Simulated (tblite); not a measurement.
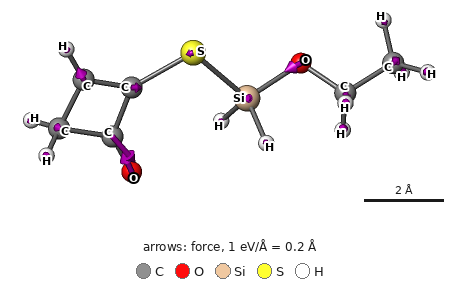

Starting geometry of C$_{6}$H$_{10}$O$_{2}$SSi with the computed forces as purple arrows. Style: ball-and-stick. Shown at a tilt.

Level of theory: tblite 0.8.0, GFN2-xTB geometry optimisation, gas phase. 

> Is this structure relaxed? If not, where do the atoms go?

It isn't relaxed: the largest force vector, on a C atom, is 5.19 eV/Å. The final displacements have little in common with the starting forces (cosine between the two patterns 0.16). An H atom moves most after the best rigid fit: 1.46 Å. Largest moves by element: H 1.46 Å, O 1.15 Å, C 0.55 Å, Si 0.53 Å, S 0.18 Å. Near-neighbour distances that change, for instance: O–Si 1.705 → 1.611 Å, C–S 1.801 → 1.723 Å, C–C 1.485 → 1.538 Å, C–O 1.249 → 1.198 Å. Bond angles that change, for instance: C–O–Si 107.3° → 128.9°, O–Si–S 112.7° → 96.2°, H–Si–H 106.8° → 114.9°. Groups turn about C–O by about 60°, O–Si by about 55°, C–C by about 30°. After 161 geometry steps the energy has fallen by 1.110 eV. Cost: 1.7 s on 1 thread of Arm Neoverse V1, with other jobs on the host.
